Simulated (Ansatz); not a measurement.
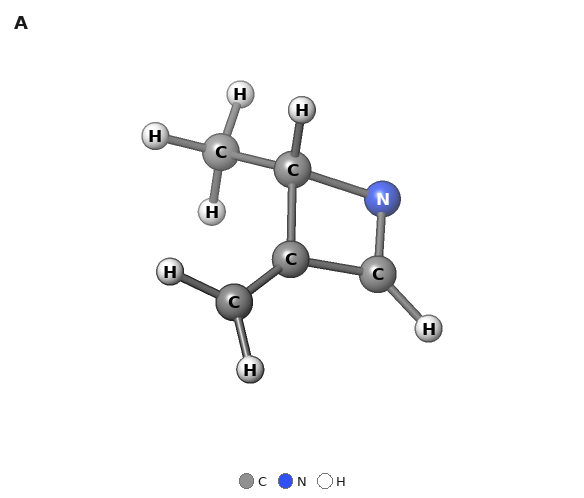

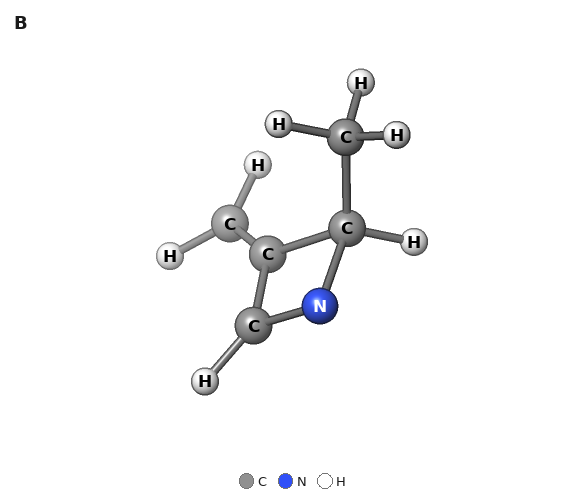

Distant atoms are faded towards the background colour. The geometry was computed by an optimisation with PBE-D4/def2-SVP. No frequency run is at hand to confirm it as a minimum.

Are A and B the same structure? If not, how do they differ?

Answer. No. They are enantiomers, mirror images that no rotation superimposes: A is C=C1C=N[C@H]1C (S), B is C=C1C=N[C@@H]1C (R). Their energies are equal.
